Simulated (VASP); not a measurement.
Band structure of NiAl (CsCl type). Method: vdW-DF2, VASP's PBE PAW potentials (set 64) (plane waves; VASP 6.6.1).

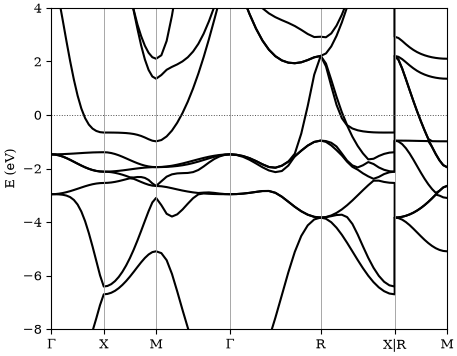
Fig. 1. Bands along high-symmetry lines, zero at the valence-band maximum or, without a gap, the Fermi level

**Question.** Read the plot: is there a gap, and where are the band edges?

**Answer.** It has no gap at this level: it comes out as a metal or semimetal. (Edges off the drawn lines would not show.)

The compound is NiAl in the CsCl type structure. It was relaxed first. The run is not spin-polarised, so no magnetic state was tried. The electron count is odd and the run is not spin-polarised, which forces a metal.
